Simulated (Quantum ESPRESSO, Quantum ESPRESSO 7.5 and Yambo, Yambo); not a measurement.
**KF (Carobbiite): G0W0 with Yambo, start to end**

Aim: the G0W0 gap of KF (Carobbiite) on PBE, step by step.

Program: Quantum ESPRESSO 7.5 and Yambo 5.3.0. Level of theory: PBE and many-body steps on it, plane waves. Results are calculated unless marked as measured.

**1. The starting structure**

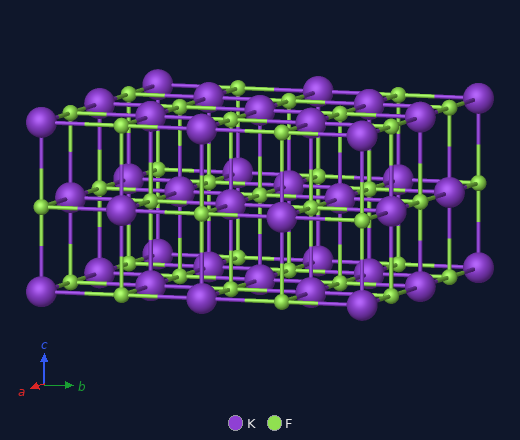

Start, viewed slightly off an axis; potassium purple, fluorine green. 2×2×1 cells are drawn. This picture shows the conventional cell, with its axes. Some periodic images of atoms are drawn too.

As a file:

```cif
data_structure
_symmetry_space_group_name_H-M 'P 1'
_symmetry_Int_Tables_number 1
_cell_length_a 3.7786
_cell_length_b 3.7786
_cell_length_c 3.7786
_cell_angle_alpha 60.000
_cell_angle_beta 60.000
_cell_angle_gamma 60.000
_cell_volume 38.15
loop_
_atom_site_label
_atom_site_type_symbol
_atom_site_fract_x
_atom_site_fract_y
_atom_site_fract_z
_atom_site_occupancy
K1 K 0.00000 0.00000 0.00000 1
F2 F 0.50000 0.50000 0.50000 1
```

The cell and positions come from the Crystallography Open Database and are kept as given unless a step says otherwise.

**2. Ground state**

This step: Quantum ESPRESSO 7.5; DFT, PBE, plane waves, norm-conserving pseudopotentials.

The ground-state density comes first.

File pw.in:

```
&control
  calculation = 'scf'
  prefix = 'x'
  outdir = 'o'
  pseudo_dir = 'pseudo'
/
&system
  ibrav = 0
  nat = 2
  ntyp = 2
  ecutwfc = 72.0
  nbnd = 13
  force_symmorphic = .true.
/
&electrons
  conv_thr = 1e-10
  electron_maxstep = 80
  mixing_beta = 0.5
/
ATOMIC_SPECIES
  K 39.098 K.upf
  F 18.998 F.upf
CELL_PARAMETERS angstrom
  -0.0000000000 2.6718500000 2.6718500000
  2.6718500000 -0.0000000000 2.6718500000
  2.6718500000 2.6718500000 0.0000000000
ATOMIC_POSITIONS crystal
  K 0.0000000000 0.0000000000 0.0000000000
  F 0.5000000000 0.5000000000 0.5000000000
K_POINTS automatic
  6 6 6 0 0 0
```

On the command line:

```bash
$ OMP_NUM_THREADS=1 mpirun -n 4 pw.x -nk 4 -in pw.in > pw.out
```

Output:

```text
Program PWSCF v.7.5 starts

     This program is part of the open-source Quantum ESPRESSO suite
     for quantum simulation of materials; please cite
         "P. Giannozzi et al., J. Phys.:Condens. Matter 21 395502 (2009);
         "P. Giannozzi et al., J. Phys.:Condens. Matter 29 465901 (2017);
         "P. Giannozzi et al., J. Chem. Phys. 152 154105 (2020);
     in publications or presentations arising from this work. More details at
     Message from routine setup:
     using ibrav=0 with symmetry is DISCOURAGED, use correct ibrav instead

     G-vector sticks info

     bravais-lattice index     =            0
     lattice parameter (alat)  =       7.1405  a.u.
     unit-cell volume          =     257.4322 (a.u.)^3
     number of atoms/cell      =            2
     number of atomic types    =            2
     number of electrons       =        16.00
     number of Kohn-Sham states=           13
     kinetic-energy cutoff     =      72.0000  Ry
     charge density cutoff     =     288.0000  Ry
     scf convergence threshold =      1.0E-10
     mixing beta               =       0.5000
     number of iterations used =            8  plain     mixing
     Exchange-correlation= PBE
                           (   1   4   3   4   0   0   0)

     celldm(1)=   7.140456  celldm(2)=   0.000000  celldm(3)=   0.000000
     celldm(4)=   0.000000  celldm(5)=   0.000000  celldm(6)=   0.000000

     crystal axes: (cart. coord. in units of alat)
               a(1) = (  -0.000000   0.707107   0.707107 )
               a(2) = (   0.707107  -0.000000   0.707107 )
               a(3) = (   0.707107   0.707107   0.000000 )

     reciprocal axes: (cart. coord. in units 2 pi/alat)
               b(1) = ( -0.707107  0.707107  0.707107 )
               b(2) = (  0.707107 -0.707107  0.707107 )
               b(3) = (  0.707107  0.707107 -0.707107 )
     Pseudo is Norm-conserving + core correction, Zval =  9.0
     Generated using ONCVPSP code by D. R. Hamann
     Using radial grid of 2222 points,  6 beta functions with:
     Pseudo is Norm-conserving + core correction, Zval =  7.0
     Generated using ONCVPSP code by D. R. Hamann
     Using radial grid of  832 points,  5 beta functions with:
     K                 9.00    39.09800     K ( 1.00)
     F                 7.00    18.99800     F ( 1.00)

     48 Sym. Ops., with inversion, found

   Cartesian axes

     site n.     atom                  positions (alat units)
         1        K      tau(   1) = (   0.0000000   0.0000000   0.0000000  )
         2        F      tau(   2) = (   0.7071068   0.7071068   0.7071068  )

     number of k points=    16
                       cart. coord. in units 2pi/alat
        k(    1) = (   0.0000000   0.0000000   0.0000000), wk =   0.0092593
        k(    2) = (   0.1178511   0.1178511  -0.1178511), wk =   0.0740741
        k(    3) = (   0.2357023   0.2357023  -0.2357023), wk =   0.0740741
        k(    4) = (  -0.3535534  -0.3535534   0.3535534), wk =   0.0370370
        k(    5) = (   0.2357023   0.0000000  -0.0000000), wk =   0.0555556
        k(    6) = (   0.3535534   0.1178511  -0.1178511), wk =   0.2222222
        k(    7) = (  -0.2357023  -0.4714045   0.4714045), wk =   0.2222222
        k(    8) = (  -0.1178511  -0.3535534   0.3535534), wk =   0.2222222
        k(    9) = (   0.0000000  -0.2357023   0.2357023), wk =   0.1111111
        k(   10) = (   0.4714045   0.0000000  -0.0000000), wk =   0.0555556
     [... 4 further rows ...]
        k(   15) = (  -0.1178511  -0.3535534   0.5892557), wk =   0.2222222
        k(   16) = (  -0.7071068   0.2357023   0.0000000), wk =   0.1111111

     Dense  grid:    21187 G-vectors     FFT dimensions: (  40,  40,  40)

     Initial potential from superposition of free atoms

     starting charge      15.9808, renormalised to      16.0000
     Starting wfcs are    9 randomized atomic wfcs +    4 random wfcs

     per-process dynamical memory:    19.1 Mb

     Self-consistent Calculation

     iteration #  1     ecut=    72.00 Ry     beta= 0.50

     total energy              =    -109.56124061 Ry
     estimated scf accuracy    <       0.27429892 Ry

     iteration #  2     ecut=    72.00 Ry     beta= 0.50

     total energy              =    -109.63747436 Ry
     estimated scf accuracy    <       0.06036261 Ry

     iteration #  3     ecut=    72.00 Ry     beta= 0.50

     total energy              =    -109.64786592 Ry
     estimated scf accuracy    <       0.00379029 Ry

     iteration #  4     ecut=    72.00 Ry     beta= 0.50

     total energy              =    -109.64818342 Ry
     estimated scf accuracy    <       0.00016829 Ry

     iteration #  5     ecut=    72.00 Ry     beta= 0.50

     total energy              =    -109.64822993 Ry
     estimated scf accuracy    <       0.00002292 Ry

     iteration #  6     ecut=    72.00 Ry     beta= 0.50

     total energy              =    -109.64823453 Ry
     estimated scf accuracy    <       0.00000945 Ry

     iteration #  7     ecut=    72.00 Ry     beta= 0.50

     total energy              =    -109.64823592 Ry
     estimated scf accuracy    <       0.00000002 Ry

     iteration #  8     ecut=    72.00 Ry     beta= 0.50

     total energy              =    -109.64823593 Ry
     estimated scf accuracy    <          4.7E-09 Ry

     iteration #  9     ecut=    72.00 Ry     beta= 0.50

     total energy              =    -109.64823593 Ry
     estimated scf accuracy    <          2.7E-10 Ry

     iteration # 10     ecut=    72.00 Ry     beta= 0.50

     End of self-consistent calculation

          k = 0.0000 0.0000 0.0000 (  2685 PWs)   bands (ev):

   -24.5780 -17.0623  -7.8279  -7.8279  -7.8279   1.5366   1.5366   1.5366
     7.7360  12.2308  12.2308  12.2308  13.8583

          k = 0.1179 0.1179-0.1179 (  2671 PWs)   bands (ev):

   -24.5547 -17.0838  -7.8973  -7.8372  -7.8372   1.3074   1.4475   1.4475
     8.4759  11.8529  12.5839  12.5839  14.1048

          k = 0.2357 0.2357-0.2357 (  2659 PWs)   bands (ev):

   -24.5076 -17.1276  -8.0340  -7.8555  -7.8555   0.9212   1.2754   1.2754
    10.0224  11.6413  13.2845  13.2845  14.8937

          k =-0.3536-0.3536 0.3536 (  2638 PWs)   bands (ev):

     [... further k-points ...]

     highest occupied, lowest unoccupied level (ev):     1.5366    7.7360

!    total energy              =    -109.64823593 Ry
     estimated scf accuracy    <          5.9E-12 Ry

     The total energy is the sum of the following terms:
     one-electron contribution =     -41.34050974 Ry
     hartree contribution      =      28.32769434 Ry
     xc contribution           =     -24.01420750 Ry
     ewald contribution        =     -72.62121304 Ry

     convergence has been achieved in  10 iterations

     XML data file, charge density, pseudopotentials, collected wavefunctions

=------------------------------------------------------------------------------=
   JOB DONE.
=------------------------------------------------------------------------------=
```

Elapsed: 2.9 s, on 4 MPI ranks of Arm Neoverse V2, shared host; peak memory 0.22 GiB.

This step gave:

```yaml
total_energy: -1491.8402 eV
gap: 6.199 eV
k_of_the_valence_top: 0, 0, 0
k_of_the_conduction_bottom: 0, 0, 0
least_direct_gap: 6.199 eV
```

The gap is direct, at Γ.

**3. Bands along the symmetry lines**

Levels along a band path, at the cheap level, show where the edges lie and whether the meshes to come will hold them.

File pw.in:

```
&control
  calculation = 'bands'
  prefix = 'x'
  outdir = 'o'
  pseudo_dir = 'pseudo'
/
&system
  ibrav = 0
  nat = 2
  ntyp = 2
  ecutwfc = 72.0
  nbnd = 14
  force_symmorphic = .true.
/
&electrons
  conv_thr = 1e-9
  electron_maxstep = 80
  diago_full_acc = .true.
  diago_thr_init = 5e-6
/
ATOMIC_SPECIES
  K 39.098 K.upf
  F 18.998 F.upf
CELL_PARAMETERS angstrom
  -0.0000000000 2.6718500000 2.6718500000
  2.6718500000 -0.0000000000 2.6718500000
  2.6718500000 2.6718500000 0.0000000000
ATOMIC_POSITIONS crystal
  K 0.0000000000 0.0000000000 0.0000000000
  F 0.5000000000 0.5000000000 0.5000000000
K_POINTS crystal
  50
  0.00000000 0.00000000 0.00000000 1
  0.06250000 0.00000000 0.06250000 1
  0.12500000 0.00000000 0.12500000 1
  0.18750000 0.00000000 0.18750000 1
  0.25000000 0.00000000 0.25000000 1
  0.31250000 0.00000000 0.31250000 1
  0.37500000 0.00000000 0.37500000 1
  0.43750000 0.00000000 0.43750000 1
  0.50000000 0.00000000 0.50000000 1
  0.51562500 0.03125000 0.51562500 1
  0.53125000 0.06250000 0.53125000 1
  0.54687500 0.09375000 0.54687500 1
  0.56250000 0.12500000 0.56250000 1
  0.57812500 0.15625000 0.57812500 1
  0.59375000 0.18750000 0.59375000 1
  0.60937500 0.21875000 0.60937500 1
  0.62500000 0.25000000 0.62500000 1
  0.37500000 0.37500000 0.75000000 1
  0.32812500 0.32812500 0.65625000 1
  0.28125000 0.28125000 0.56250000 1
  0.23437500 0.23437500 0.46875000 1
  0.18750000 0.18750000 0.37500000 1
  0.14062500 0.14062500 0.28125000 1
  0.09375000 0.09375000 0.18750000 1
  0.04687500 0.04687500 0.09375000 1
  0.00000000 0.00000000 0.00000000 1
  0.06250000 0.06250000 0.06250000 1
  0.12500000 0.12500000 0.12500000 1
  0.18750000 0.18750000 0.18750000 1
  0.25000000 0.25000000 0.25000000 1
  0.31250000 0.31250000 0.31250000 1
  0.37500000 0.37500000 0.37500000 1
  0.43750000 0.43750000 0.43750000 1
  0.50000000 0.50000000 0.50000000 1
  0.50000000 0.46875000 0.53125000 1
  0.50000000 0.43750000 0.56250000 1
  0.50000000 0.40625000 0.59375000 1
  0.50000000 0.37500000 0.62500000 1
  0.50000000 0.34375000 0.65625000 1
  0.50000000 0.31250000 0.68750000 1
  0.50000000 0.28125000 0.71875000 1
  0.50000000 0.25000000 0.75000000 1
  0.50000000 0.21875000 0.71875000 1
  0.50000000 0.18750000 0.68750000 1
  0.50000000 0.15625000 0.65625000 1
  0.50000000 0.12500000 0.62500000 1
  0.50000000 0.09375000 0.59375000 1
  0.50000000 0.06250000 0.56250000 1
  0.50000000 0.03125000 0.53125000 1
  0.50000000 0.00000000 0.50000000 1
```

Output:

```text
[banner, memory and clock lines left out]
Program PWSCF v.7.5 starts

     Atomic positions and unit cell read from directory:
     o/x.save/

     Message from routine setup:
     using ibrav=0 with symmetry is DISCOURAGED, use correct ibrav instead

     G-vector sticks info

     bravais-lattice index     =            0
     lattice parameter (alat)  =       7.1405  a.u.
     unit-cell volume          =     257.4322 (a.u.)^3
     number of atoms/cell      =            2
     number of atomic types    =            2
     number of electrons       =        16.00
     number of Kohn-Sham states=           14
     kinetic-energy cutoff     =      72.0000  Ry
     charge density cutoff     =     288.0000  Ry
     Exchange-correlation= PBE
                           (   1   4   3   4   0   0   0)

     celldm(1)=   7.140456  celldm(2)=   0.000000  celldm(3)=   0.000000
     celldm(4)=   0.000000  celldm(5)=   0.000000  celldm(6)=   0.000000

     crystal axes: (cart. coord. in units of alat)
               a(1) = (  -0.000000   0.707107   0.707107 )
               a(2) = (   0.707107  -0.000000   0.707107 )
               a(3) = (   0.707107   0.707107   0.000000 )

     reciprocal axes: (cart. coord. in units 2 pi/alat)
               b(1) = ( -0.707107  0.707107  0.707107 )
               b(2) = (  0.707107 -0.707107  0.707107 )
               b(3) = (  0.707107  0.707107 -0.707107 )
     Pseudo is Norm-conserving + core correction, Zval =  9.0
     Generated using ONCVPSP code by D. R. Hamann
     Using radial grid of 2222 points,  6 beta functions with:
     Pseudo is Norm-conserving + core correction, Zval =  7.0
     Generated using ONCVPSP code by D. R. Hamann
     Using radial grid of  832 points,  5 beta functions with:
     K                 9.00    39.09800     K ( 1.00)
     F                 7.00    18.99800     F ( 1.00)

     48 Sym. Ops., with inversion, found

   Cartesian axes

     site n.     atom                  positions (alat units)
         1        K      tau(   1) = (   0.0000000   0.0000000   0.0000000  )
         2        F      tau(   2) = (   0.7071068   0.7071068   0.7071068  )

     number of k points=    50
                       cart. coord. in units 2pi/alat
        k(    1) = (   0.0000000   0.0000000   0.0000000), wk =   0.0400000
        k(    2) = (   0.0000000   0.0883883   0.0000000), wk =   0.0400000
        k(    3) = (   0.0000000   0.1767767   0.0000000), wk =   0.0400000
[...]
[... 38 further rows ...]
        k(   49) = (   0.0441942   0.7071068   0.0000000), wk =   0.0400000
        k(   50) = (   0.0000000   0.7071068   0.0000000), wk =   0.0400000

     Dense  grid:    21187 G-vectors     FFT dimensions: (  40,  40,  40)

     The potential is recalculated from file :
     o/x.save/charge-density

     Starting wfcs are    9 randomized atomic wfcs +    5 random wfcs

     Band Structure Calculation

     End of band structure calculation

          k = 0.0000 0.0000 0.0000 (  2685 PWs)   bands (ev):

   -24.5780 -17.0623  -7.8279  -7.8279  -7.8279   1.5366   1.5366   1.5366
     7.7360  12.2308  12.2308  12.2308  13.8583  13.8583

          k = 0.0000 0.0884 0.0000 (  2693 PWs)   bands (ev):

   -24.5733 -17.0665  -7.8359  -7.8359  -7.8306   1.4641   1.5313   1.5313
     7.8827  12.0766  12.3321  12.3321  13.8969  13.9085

          k = 0.0000 0.1768 0.0000 (  2689 PWs)   bands (ev):

   -24.5601 -17.0770  -7.8586  -7.8586  -7.8468   1.2960   1.5182   1.5182
     8.2836  11.6892  12.6257  12.6257  14.0092  14.0256

          k =-0.0000 0.2652 0.0000 (  2666 PWs)   bands (ev):

[...]
k = 0.0000 0.4419-0.0000 (  2650 PWs)   bands (ev):

[...]
k =-0.0000 0.5303 0.0000 (  2658 PWs)   bands (ev):

[...]
k = 0.0000 0.6187-0.0000 (  2650 PWs)   bands (ev):

[...]
k = 0.4640 0.4640-0.0000 (  2650 PWs)   bands (ev):

[...]
k = 0.3315 0.3315-0.0000 (  2650 PWs)   bands (ev):

[...]
k = 0.3094 0.7071-0.0000 (  2648 PWs)   bands (ev):

[...]
k = 0.2210 0.7071-0.0000 (  2654 PWs)   bands (ev):

[...]
k = 0.1768 0.7071-0.0000 (  2648 PWs)   bands (ev):

[...]
k = 0.0442 0.7071 0.0000 (  2660 PWs)   bands (ev):

   -24.4629 -17.0804  -8.3803  -8.0415  -8.0335   1.3295   1.4680   1.4786
     9.7987  11.8937  13.2933  15.0563  15.6248  15.6822

          k = 0.0000 0.7071 0.0000 (  2650 PWs)   bands (ev):

   -24.4630 -17.0794  -8.3835  -8.0381  -8.0381   1.3290   1.4816   1.4816
     9.7709  11.8646  13.3544  15.0554  15.6245  15.6246

     XML data file, pseudopotentials, collected wavefunctions
```

Elapsed: 3.1 s, on 4 MPI ranks; peak memory 0.2 GiB.

This step gave:

| Quantity | Value |
| --- | --- |
| gap | 6.199 eV |
| k of the valence top | 0, 0, 0 |
| k of the conduction bottom | 0, 0, 0 |
| least direct gap | 6.199 eV |

The gap is 6.199 eV, as in the run before at this level.

Electronic bands along the path, in eV, zero at the top of the highest filled band; v1 is the highest filled band, c1 the lowest empty one:

| point | v4 | v3 | v2 | v1 | c1 | c2 | c3 | c4 |
| --- | --- | --- | --- | --- | --- | --- | --- | --- |
| Γ | -9.36 | 0.00 | 0.00 | 0.00 | 6.20 | 10.69 | 10.69 | 10.69 |
| X | -9.57 | -0.21 | -0.06 | -0.06 | 8.23 | 10.33 | 11.82 | 13.52 |
| U | -9.51 | -0.33 | -0.19 | -0.19 | 8.98 | 10.74 | 11.08 | 13.51 |
| jump to K | -9.51 | -0.33 | -0.19 | -0.19 | 8.98 | 10.74 | 11.08 | 13.51 |
| Γ | -9.36 | 0.00 | 0.00 | 0.00 | 6.20 | 10.69 | 10.69 | 10.69 |
| L | -9.40 | -0.78 | -0.34 | -0.34 | 9.09 | 10.63 | 12.05 | 12.05 |
| W | -9.45 | -0.40 | -0.16 | -0.16 | 9.75 | 9.75 | 11.21 | 13.35 |
| X | -9.57 | -0.21 | -0.06 | -0.06 | 8.23 | 10.33 | 11.82 | 13.52 |

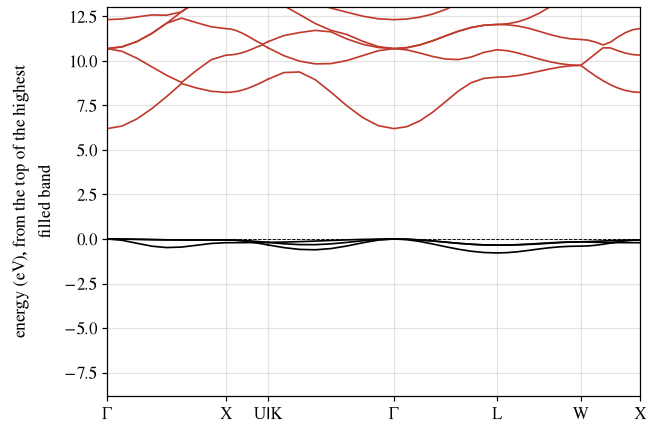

Electronic bands along the path; lines of filled and empty bands in two colours.

[end of part 1 of 3]

[Paths, hosts, dates, memory and timing lines, banners, echoed tables and standing remarks are left out of the program output.]

[Logs are printed without paths, hosts, clocks, repeated set-up lines and the standing remarks that a program may print on its own settings, such as how far it seeks lower states.]

[Runs of the session that timed out or met a known fault of the program may be left out.]

[Hosts, paths, dates, database ids (printed as entryN), source tags and the programs' standing remarks are cut or masked in the printed files.]
